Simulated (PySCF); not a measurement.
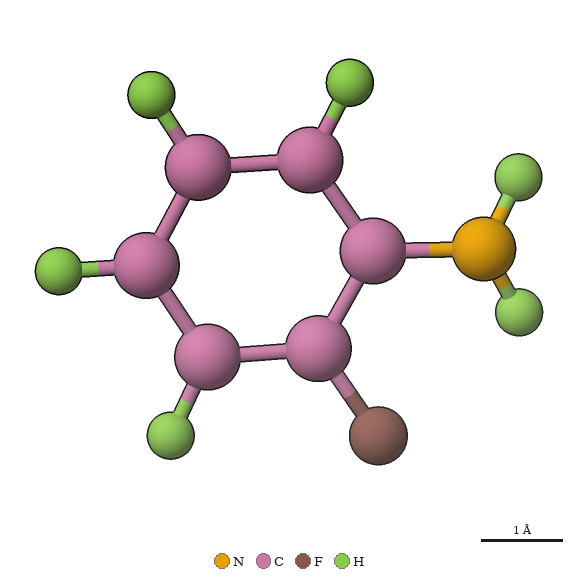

The picture shows a molecular structure as a ball-and-stick model. Every bond is drawn as one stick, whatever its order.

What is the molecular formula?

C₆H₆FN, 14 atoms: 6 carbon, 6 hydrogen, 1 fluorine and 1 nitrogen.

Count the bonded pairs by element.

6 C–C, 4 C–H, 2 N–H, 1 C–N, 1 C–F.

The parts below concern this one geometry. Atoms keep their numbers from picture to picture. The geometry was computed by an optimisation with PBE0-D3(BJ)/def2-SVP. No frequency run is at hand to confirm it as a minimum.

## Shape

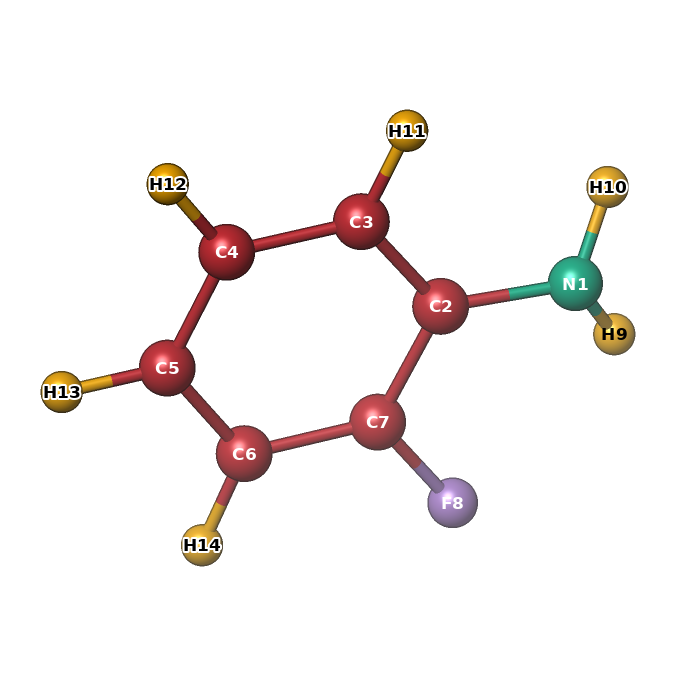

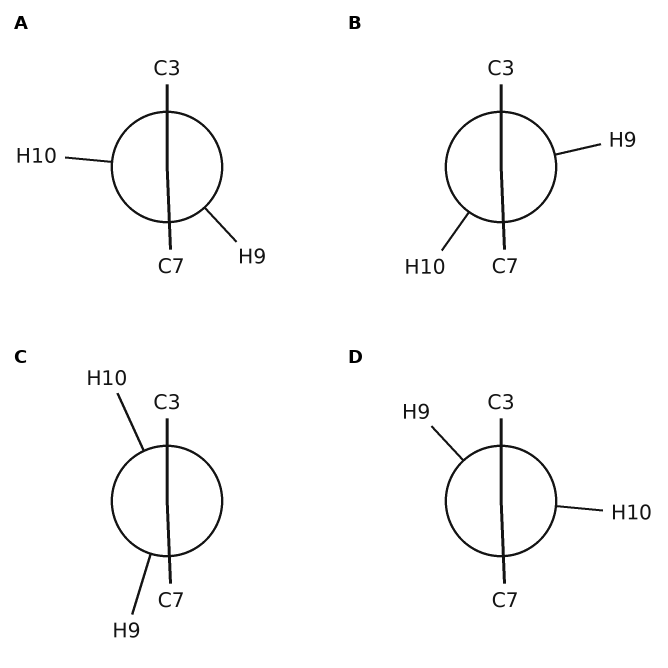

Depth is shown by fading: the farther an atom, the more it takes the colour of the background. Bonds that would overlap in a projection are set slightly apart. No frequency run is at hand to confirm it as a minimum.

Which Newman projection shows the view along C2–N1, with C2 in front?

C. The torsion angle C3–C2–N1–H9 is −163°, antiperiplanar (anti).

## NMR shielding

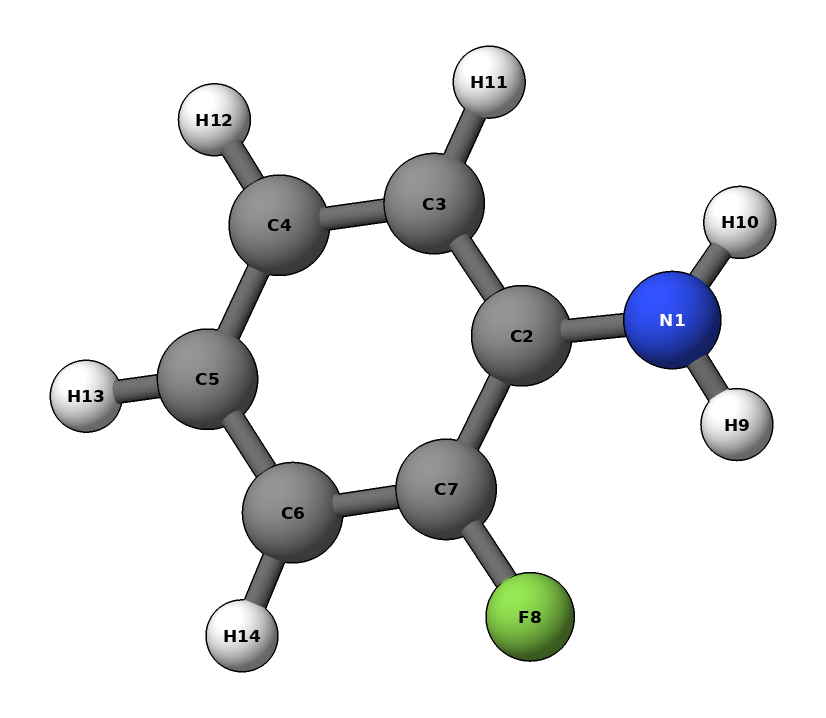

No frequency run is at hand to confirm it as a minimum. Properties computed with GIAO PBE0/pcSseg-1 NMR shielding, non-relativistic, gas phase (PySCF 2.14.0). Principal shieldings σ11 ≤ σ22 ≤ σ33, span Ω = σ33 − σ11, skew κ = 3(σiso − σ22)/Ω.

Give the shielding tensors of the F atoms.

| atom | σ11 | σ22 | σ33 | σiso | Ω | κ |
| --- | --- | --- | --- | --- | --- | --- |
| F8 | 262.1 | 301.9 | 410.0 | 324.6 | 147.9 | 0.46 |

Shieldings and span in ppm.

## Spin–spin coupling

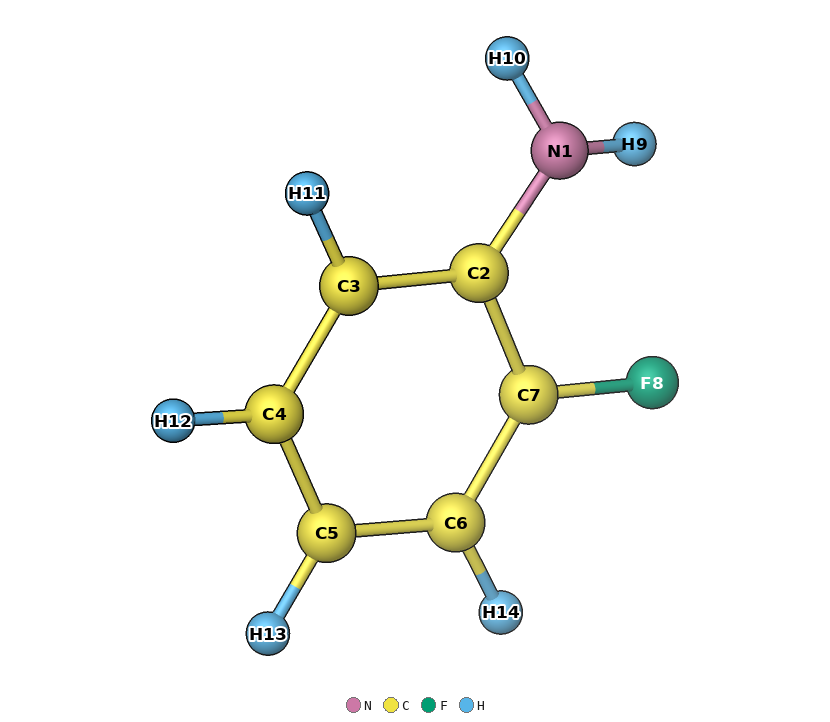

No frequency run is at hand to confirm it as a minimum. Method: B3LYP/pcJ-1 indirect spin-spin coupling, non-relativistic, gas phase (PySCF 2.14.0). Isotopes: 13C, 19F, 1H, 15N.

Give the spin–spin coupling constants of these pairs, with the number of bonds between them: N1/H9, N1/C2, N1/H10, N1/C7, N1/C3, C2/F8, N1/H11, N1/F8, F8/H14.

```json
{"pair": "N1, H9", "bonds apart": "1", "J (Hz)": "−87.4"}
{"pair": "N1, C2", "bonds apart": "1", "J (Hz)": "−15.0"}
{"pair": "N1, H10", "bonds apart": "1", "J (Hz)": "−86.5"}
{"pair": "N1, C7", "bonds apart": "2", "J (Hz)": "−1.5"}
{"pair": "N1, C3", "bonds apart": "2", "J (Hz)": "−2.9"}
{"pair": "C2, F8", "bonds apart": "2", "J (Hz)": "9.7"}
{"pair": "N1, H11", "bonds apart": "3", "J (Hz)": "−2.3"}
{"pair": "N1, F8", "bonds apart": "3", "J (Hz)": "−1.5"}
{"pair": "F8, H14", "bonds apart": "3", "J (Hz)": "11.8"}
```

Density functionals are unreliable for couplings to fluorine, so those rows may be far off.

## Quadrupole coupling

No frequency run is at hand to confirm it as a minimum. Electric field gradients from the ground-state density, B3LYP/pcJ-1 (PySCF 2.14.0), non-relativistic apart from any core potentials.

Give the largest field-gradient component, the quadrupole coupling constant and the asymmetry for 14N at N1 (Q = 20.44 mb).

| atom | V_zz (a.u.) | e²qQ/h (MHz) | η |
| --- | --- | --- | --- |
| N1 | −1.123 | −5.40 | 0.13 |

## Ring current

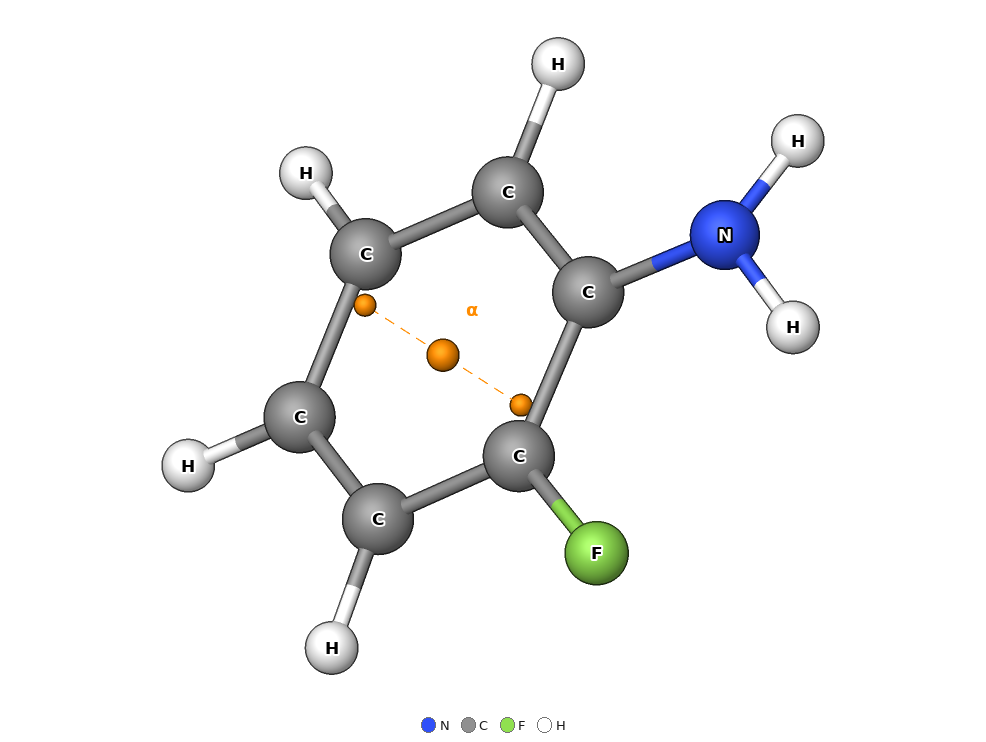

The small points mark where nucleus-independent chemical shifts (NICS) were computed: at the centre of each lettered ring and 1 Å above and below it. No frequency run is at hand to confirm it as a minimum. Method: GIAO PBE0/pcSseg-1 NMR shielding, non-relativistic, gas phase (PySCF 2.14.0).

Give NICS(0), NICS(1) and the out-of-plane component NICS(1)zz for each ring (means of the two sides).

```csv
ring,members,NICS(0),NICS(1),NICS(1)zz
α,C6,−10.4,−10.7,−25.2
```

Values in ppm.

What do the values say about the ring currents?

Ring α: diatropic, as in an aromatic ring. NICS is one index among several.
